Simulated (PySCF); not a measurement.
# H8NPSi2: NMR shifts and electronic excitations at several levels of theory, part 2 of 2

PySCF 2.14.0. Atoms count from 0.

## Step 9: NMR shieldings: PBE0/aug-cc-pVDZ

Job settings and geometry (Å):

```
{"job": {"kind": "nmr", "xc": "PBE0", "basis": "aug-cc-pVDZ", "pop": true}, "charge": 0, "multiplicity": 1}
N      1.988358     0.631896     0.766392
Si     1.213948    -0.701975    -0.008749
P     -0.463637    -0.057173    -1.412273
Si    -1.934403     0.427161     0.228751
H      1.555771     1.055389     1.579369
H      2.480314     1.325877     0.214820
H      2.203851    -1.425508    -0.861913
H      0.706061    -1.602841     1.070974
H     -0.961290    -1.376395    -1.657821
H     -3.243068     0.855788    -0.349970
H     -1.359602     1.571776     1.003671
H     -2.172603    -0.705652     1.177713
```

Level: GIAO PBE0/aug-cc-pVDZ NMR shielding, non-relativistic, gas phase.

Standard output:

```text
coarse grid: 10896 points
cycle   1  E = -979.4441208061  dE = -2.613e-02  |g| = 3.888e-01  |ddm| = 6.677e+00
cycle   2  E = -979.4123396538  dE =  3.178e-02  |g| = 5.383e-01  |ddm| = 1.484e+00
cycle   3  E = -979.4786551418  dE = -6.632e-02  |g| = 4.491e-02  |ddm| = 8.049e-01
cycle   4  E = -979.4791554760  dE = -5.003e-04  |g| = 1.642e-02  |ddm| = 1.392e-01
cycle   5  E = -979.4792521463  dE = -9.667e-05  |g| = 3.488e-03  |ddm| = 5.411e-02
cycle   6  E = -979.4792570820  dE = -4.936e-06  |g| = 7.032e-04  |ddm| = 1.009e-02
final grid: 89752 points
cycle   7  E = -979.4955990084  dE = -1.307e-05  |g| = 5.292e-03  |ddm| = 8.712e-02
cycle   8  E = -979.4955910881  dE =  7.920e-06  |g| = 7.952e-03  |ddm| = 2.087e-02
cycle   9  E = -979.4956058244  dE = -1.474e-05  |g| = 2.652e-04  |ddm| = 1.198e-02
cycle  10  E = -979.4956058444  dE = -1.997e-08  |g| = 9.805e-05  |ddm| = 9.622e-04
cycle  11  E = -979.4956058473  dE = -2.915e-09  |g| = 3.367e-05  |ddm| = 3.397e-04
cycle  12  E = -979.4956058478  dE = -4.723e-10  |g| = 5.177e-06  |ddm| = 9.493e-05
converged SCF energy = -979.4956058478

GIAO shielding tensors (ppm)
atom      isotropic    diamagn.    paramagn.     s11        s22        s33       span
  0 N      264.749     287.484     -22.735    246.337    256.523    291.387     45.050
  1 Si     437.806     889.431    -451.625    392.017    441.002    480.398     88.381
  2 P      655.490     968.649    -313.159    582.218    624.488    759.765    177.547
  3 Si     487.162     893.543    -406.380    447.897    491.051    522.539     74.642
  4 H       31.112      32.087      -0.976     24.070     28.176     41.090     17.020
  5 H       31.589      32.702      -1.113     24.781     27.544     42.443     17.661
  6 H       25.815      27.005      -1.190     21.552     24.695     31.198      9.647
  7 H       25.910      28.892      -2.983     22.107     25.090     30.532      8.426
  8 H       30.426      29.400       1.026     25.336     26.811     39.131     13.795
  9 H       26.998      28.348      -1.349     23.209     24.764     33.022      9.814
 10 H       27.309      30.846      -3.537     23.797     26.220     31.910      8.113
 11 H       26.971      29.938      -2.967     23.504     24.810     32.598      9.094
```

Wall time 30 s (1 thread of Arm Neoverse N1, shared host); peak memory 0.89 GiB.

In short: δ N0 5.1, Si1 -21.1, Si3 -70.4, P2 -283.5, H6 5.53, H9 4.30 ppm (means over like atoms).

## Step 10: NMR shieldings: PBE0/IGLO-III

Same as in step 9 but for these lines:

```diff
@@ -1,2 +1,2 @@
-{"job": {"kind": "nmr", "xc": "PBE0", "basis": "aug-cc-pVDZ", "pop": true}, "charge": 0, "multiplicity": 1}
+{"job": {"kind": "nmr", "xc": "PBE0", "basis": "IGLO-III", "pop": true}, "charge": 0, "multiplicity": 1}
 N      1.988358     0.631896     0.766392
```

With the program's defaults for keys left out, this is: GIAO PBE0/IGLO-III NMR shielding, non-relativistic, gas phase.

Standard output:

```text
coarse grid: 10896 points
cycle   1  E = -979.5005741316  dE = -1.286e-01  |g| = 4.536e-01  |ddm| = 2.423e+00
cycle   2  E = -979.4691048129  dE =  3.147e-02  |g| = 5.706e-01  |ddm| = 5.402e-01
cycle   3  E = -979.5363249778  dE = -6.722e-02  |g| = 7.773e-02  |ddm| = 3.309e-01
cycle   4  E = -979.5375170555  dE = -1.192e-03  |g| = 1.868e-02  |ddm| = 6.137e-02
cycle   5  E = -979.5375977082  dE = -8.065e-05  |g| = 5.929e-03  |ddm| = 2.445e-02
cycle   6  E = -979.5376067365  dE = -9.028e-06  |g| = 1.102e-03  |ddm| = 6.951e-03
final grid: 89752 points
cycle   7  E = -979.5466577452  dE = -6.042e-05  |g| = 6.079e-03  |ddm| = 2.747e-02
cycle   8  E = -979.5466514157  dE =  6.330e-06  |g| = 7.834e-03  |ddm| = 7.003e-03
cycle   9  E = -979.5466636147  dE = -1.220e-05  |g| = 8.596e-04  |ddm| = 4.307e-03
cycle  10  E = -979.5466637476  dE = -1.329e-07  |g| = 1.554e-04  |ddm| = 5.251e-04
cycle  11  E = -979.5466637517  dE = -4.039e-09  |g| = 5.762e-05  |ddm| = 1.849e-04
cycle  12  E = -979.5466637527  dE = -1.023e-09  |g| = 6.786e-06  |ddm| = 6.429e-05
cycle  13  E = -979.5466637527  dE = -1.137e-11  |g| = 2.424e-06  |ddm| = 8.337e-06
converged SCF energy = -979.5466637527

GIAO shielding tensors (ppm)
atom      isotropic    diamagn.    paramagn.     s11        s22        s33       span
  0 N      253.336     312.894     -59.559    231.620    246.576    281.812     50.193
  1 Si     371.434     886.873    -515.439    320.713    378.729    414.859     94.146
  2 P      609.876     971.802    -361.926    532.699    574.081    722.850    190.151
  3 Si     420.503     884.399    -463.896    375.667    428.305    457.537     81.870
  4 H       31.083      31.491      -0.408     24.179     28.204     40.865     16.685
  5 H       31.535      30.575       0.960     24.815     27.643     42.146     17.331
  6 H       25.842      28.843      -3.002     21.820     24.869     30.836      9.015
  7 H       25.853      30.008      -4.155     22.269     25.126     30.165      7.896
  8 H       30.381      31.371      -0.990     25.315     26.732     39.097     13.782
  9 H       27.004      28.692      -1.688     23.451     24.859     32.702      9.251
 10 H       27.255      30.074      -2.819     23.937     26.257     31.571      7.634
 11 H       26.899      29.543      -2.644     23.627     24.840     32.230      8.603
```

Wall time 45 s (1 thread of Arm Neoverse N1, shared host); peak memory 0.95 GiB.

Key values: δ N0 7.2, Si1 -26.1, Si3 -75.2, P2 -303.1, H6 5.53, H9 4.32 ppm (means over like atoms).

## Step 11: Shielding tensors: PBE0/pcSseg-0

Same as in step 10 but for these lines:

```diff
@@ -1,2 +1,2 @@
-{"job": {"kind": "nmr", "xc": "PBE0", "basis": "IGLO-III", "pop": true}, "charge": 0, "multiplicity": 1}
+{"job": {"kind": "nmr", "xc": "PBE0", "basis": "pcSseg-0", "pop": true}, "charge": 0, "multiplicity": 1}
 N      1.988358     0.631896     0.766392
```

Level: GIAO PBE0/pcSseg-0 NMR shielding, non-relativistic, gas phase.

Standard output:

```text
coarse grid: 10896 points
cycle   1  E = -978.0888159291  dE = -8.264e-02  |g| = 3.833e-01  |ddm| = 3.275e+00
cycle   2  E = -978.0695673589  dE =  1.925e-02  |g| = 4.937e-01  |ddm| = 1.319e+00
cycle   3  E = -978.1262604664  dE = -5.669e-02  |g| = 4.773e-02  |ddm| = 7.522e-01
cycle   4  E = -978.1267814642  dE = -5.210e-04  |g| = 1.812e-02  |ddm| = 1.022e-01
cycle   5  E = -978.1268905476  dE = -1.091e-04  |g| = 2.905e-03  |ddm| = 4.032e-02
cycle   6  E = -978.1268935369  dE = -2.989e-06  |g| = 6.774e-04  |ddm| = 8.602e-03
final grid: 89752 points
cycle   7  E = -978.2330743665  dE = -8.380e-06  |g| = 3.047e-03  |ddm| = 1.803e-02
cycle   8  E = -978.2330723593  dE =  2.007e-06  |g| = 4.242e-03  |ddm| = 1.007e-02
cycle   9  E = -978.2330766818  dE = -4.323e-06  |g| = 2.033e-04  |ddm| = 5.806e-03
cycle  10  E = -978.2330766923  dE = -1.045e-08  |g| = 7.210e-05  |ddm| = 4.710e-04
cycle  11  E = -978.2330766938  dE = -1.583e-09  |g| = 2.106e-05  |ddm| = 1.814e-04
cycle  12  E = -978.2330766940  dE = -1.837e-10  |g| = 3.358e-06  |ddm| = 5.432e-05
converged SCF energy = -978.2330766940

GIAO shielding tensors (ppm)
atom      isotropic    diamagn.    paramagn.     s11        s22        s33       span
  0 N      276.221     324.734     -48.513    242.306    258.961    327.396     85.090
  1 Si     397.759     877.772    -480.013    322.410    414.072    456.795    134.385
  2 P      691.631     967.358    -275.727    603.520    652.458    818.916    215.396
  3 Si     464.463     879.933    -415.471    406.061    466.795    520.532    114.471
  4 H       33.473      31.105       2.368     25.230     30.353     44.834     19.604
  5 H       33.895      30.914       2.981     25.707     29.211     46.767     21.060
  6 H       27.143      28.983      -1.840     21.811     25.720     33.899     12.088
  7 H       27.642      28.812      -1.171     22.781     26.935     33.209     10.428
  8 H       32.546      31.600       0.946     26.535     28.233     42.870     16.335
  9 H       28.801      29.285      -0.484     24.811     26.159     35.432     10.621
 10 H       29.239      29.506      -0.267     25.351     27.995     34.372      9.021
 11 H       29.074      29.066       0.008     25.512     27.011     34.700      9.188
```

Run time: 8.3 s. Hardware: 1 thread of Arm Neoverse N1, shared host.

This run: δ N0 -10.2, Si1 -49.2, Si3 -115.9, P2 -410.2, H6 5.44, H9 3.79 ppm (means over like atoms).

## Step 12: Excited states and response: HF/def2-SVPD

Same as in step 11 but for these lines:

```diff
@@ -1,2 +1,2 @@
-{"job": {"kind": "nmr", "xc": "PBE0", "basis": "pcSseg-0", "pop": true}, "charge": 0, "multiplicity": 1}
+{"job": {"kind": "uv", "xc": "HF", "basis": "def2-SVPD", "ip": true}, "charge": 0, "multiplicity": 1}
 N      1.988358     0.631896     0.766392
```

Level: TDDFT HF/def2-SVPD, vertical, gas phase, core orbitals frozen in the response.

Standard output:

```text
final grid: 89752 points
cycle   1  E = -977.3700659632  dE = -1.544e-01  |g| = 3.451e-01  |ddm| = 3.588e+00
cycle   2  E = -977.4188424882  dE = -4.878e-02  |g| = 1.103e-01  |ddm| = 7.840e-01
cycle   3  E = -977.4238846131  dE = -5.042e-03  |g| = 4.781e-02  |ddm| = 3.158e-01
cycle   4  E = -977.4248132835  dE = -9.287e-04  |g| = 1.045e-02  |ddm| = 1.380e-01
cycle   5  E = -977.4248720925  dE = -5.881e-05  |g| = 3.115e-03  |ddm| = 2.972e-02
cycle   6  E = -977.4248808282  dE = -8.736e-06  |g| = 8.988e-04  |ddm| = 1.241e-02
cycle   7  E = -977.4248817173  dE = -8.891e-07  |g| = 2.277e-04  |ddm| = 3.997e-03
cycle   8  E = -977.4248817706  dE = -5.331e-08  |g| = 5.052e-05  |ddm| = 1.187e-03
cycle   9  E = -977.4248817733  dE = -2.696e-09  |g| = 1.570e-05  |ddm| = 2.671e-04
cycle  10  E = -977.4248817736  dE = -2.576e-10  |g| = 4.369e-06  |ddm| = 8.624e-05
converged SCF energy = -977.4248817736

Static polarisability (au): isotropic 87.989, principal 76.235 86.530 101.203

Singlet excitations
state   eV       nm        f      main configurations
  1   6.6185    187.3   0.01870   H->L 0.37, H->L+5 0.24
  2   7.1486    173.4   0.08911   H->L+1 0.46, H->L+2 0.12, H->L+10 0.11
  3   7.1796    172.7   0.02795   H->L+2 0.35, H->L+1 0.13, H-1->L 0.11
  4   7.4485    166.5   0.10681   H->L+3 0.55, H->L+2 0.11, H->L 0.09
  5   7.6221    162.7   0.01749   H-1->L 0.25, H->L+2 0.15, H->L+4 0.13
  6   7.7739    159.5   0.06895   H->L+4 0.49, H->L+5 0.10
  7   8.0008    155.0   0.14360   H-1->L+2 0.39, H-1->L+3 0.11
  8   8.3216    149.0   0.15814   H-1->L+1 0.33, H-1->L+2 0.15
  9   8.5003    145.9   0.37287   H-1->L+3 0.30, H-1->L+2 0.09
 10   8.6383    143.5   0.00549   H-2->L 0.11, H->L 0.11, H-1->L+7 0.10

Triplet excitations (Tamm-Dancoff, eV): 5.3977 5.7555 6.5667 6.7585
Vertical ionisation energy (delta-SCF) = 8.2274 eV
```

Wall time 26 s (1 thread of Arm Neoverse N1, shared host); peak memory 0.66 GiB.

The orbitals next to the gap, with their largest atomic shares:

| orbital | eV | atoms |
| --- | --- | --- |
| HOMO−3 | -12.80 | Si3 29 %, H10 24 %, P2 11 % |
| HOMO−2 | -12.00 | N0 32 %, P2 23 %, Si3 14 % |
| HOMO−1 | -10.50 | P2 34 %, N0 21 %, Si3 13 % |
| HOMO | -9.57 | P2 61 %, Si1 12 %, Si3 8 % |
| LUMO | 2.29 | Si3 38 %, Si1 16 %, P2 7 % |
| LUMO+1 | 2.56 | Si1 28 %, Si3 24 %, P2 12 % |
| LUMO+2 | 3.01 | Si3 19 %, Si1 18 %, P2 14 % |

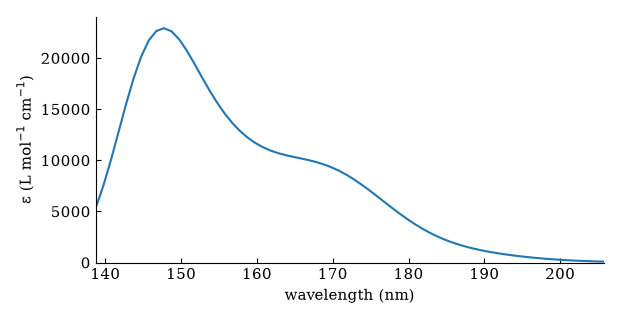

Absorption spectrum: each of the 10 states is a Gaussian band of 0.4 eV half-width at 1/e. Beyond the last state computed it falls off for lack of states.

Ground-state properties from the same run:

| property | computed |
| --- | --- |
| dipole moment (D) | 0.84 |
| polarisability (Å³) | 13.04 |
| HOMO–LUMO gap (eV) | 11.85 |
| −ε(HOMO) (eV) | 9.57 |

## Step 13: Run by run: NMR shifts

Shifts (ppm) of some atoms, chosen among heavy atoms and hydrogens apart, means over like atoms, with basis size and wall time:

| run | H9 | H8 | H4 | N0 | Si1 | Si3 | P2 | functions | time |
| --- | --- | --- | --- | --- | --- | --- | --- | --- | --- |
| PBE0/6-31G* | 4.23 | 0.73 | -0.31 | -0.1 | -3.0 | -40.4 | -265.3 | 84 | 12 s |
| PBE0/6-311+G(2d,p) | 4.42 | 1.14 | -0.03 | 7.5 | -23.6 | -72.2 | -305.9 | 180 | 28 s |
| PBE0/def2-SVP | 4.08 | 0.52 | -0.21 | 4.2 | -31.0 | -72.0 | -280.0 | 108 | 13 s |
| PBE0/def2-TZVP | 4.43 | 1.09 | -0.07 | 9.4 | -25.4 | -74.6 | -315.6 | 190 | 32 s |
| PBE0/cc-pVDZ | 4.07 | 0.55 | -0.23 | 4.5 | -23.9 | -63.1 | -267.9 | 108 | 15 s |
| PBE0/cc-pVTZ | 4.20 | 0.86 | 0.05 | 7.1 | -21.0 | -69.4 | -306.4 | 244 | 47 s |
| PBE0/aug-cc-pVDZ | 4.30 | 0.97 | 0.04 | 5.1 | -21.1 | -70.4 | -283.5 | 176 | 30 s |
| PBE0/IGLO-III | 4.32 | 0.99 | 0.07 | 7.2 | -26.1 | -75.2 | -303.1 | 247 | 45 s |
| PBE0/pcSseg-0 | 3.79 | 0.29 | -0.85 | -10.2 | -49.2 | -115.9 | -410.2 | 64 | 8.3 s |

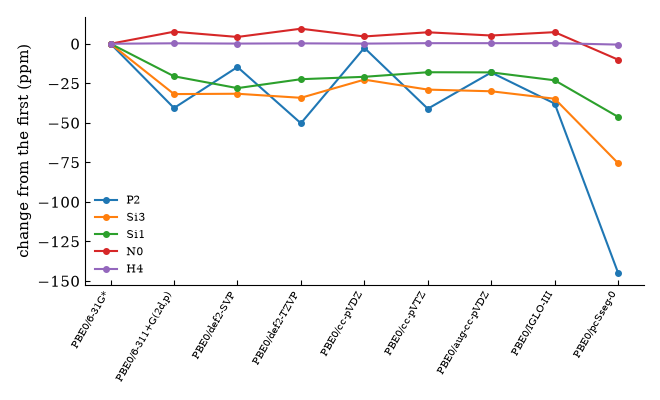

How five of the tabulated atoms move from run to run.

## Step 14: What came out

What follows sums up all 2 parts.

| quantity | value |
| --- | --- |
| point group | C1 |
| rotational constants (main isotopes) | 4.80, 1.85, 1.54 GHz |
| 1H shifts against TMS (PBE0/6-31G*, means over atoms taken as alike) | 5.52, 4.23, 0.73, -0.31 ppm |
| 15N shifts against NH3 (PBE0/6-31G*) | -0.1 ppm |
| 29Si shifts against TMS (PBE0/6-31G*) | -3.0, -40.4 ppm |
| 31P shifts against H3PO4 (PBE0/6-31G*) | -265.3 ppm |
| lowest singlet (HF/def2-SVPD) | 6.62 eV (187 nm), f = 0.019 |
| brightest single state of those computed | state 9, 8.50 eV, f = 0.373 |
| lowest triplet | 5.40 eV |
| vertical ionisation energy (ΔSCF) | 8.23 eV |
| range of the shift of P2 | -410.2 to -265.3 ppm |

In words: Single values in the summary come from the first run of each kind that ended normally (PBE0/6-31G*; HF/def2-SVPD), which need not be the best level. The optimisation took 9 steps and gained 0.185 eV; among the close pairs (by a distance rule), P2–H8 changed most, from 1.358 to 1.431 Å. At PBE0/6-31G*: The widest tensor belongs to P2: span 188 ppm, with a paramagnetic part of -327 ppm. The first singlet state (HOMO→LUMO 0.37, HOMO→LUMO+5 0.24) lies at 6.62 eV and is weak; of the 10 states computed, the strongest absorption comes from state 9 at 8.50 eV. The lowest triplet lies 1.22 eV below the lowest singlet (triplets in Tamm-Dancoff, singlets in full TDDFT). At HF/def2-SVPD, the highest states lie near or above the ionisation energy, where they hang on the basis. ΔSCF puts the ionisation energy at 8.23 eV, 1.34 eV below −ε(HOMO). Across the 9 runs the shift of P2 moves most, between -410.2 (PBE0/pcSseg-0) and -265.3 ppm (PBE0/6-31G*). Part of that comes from the computed reference.
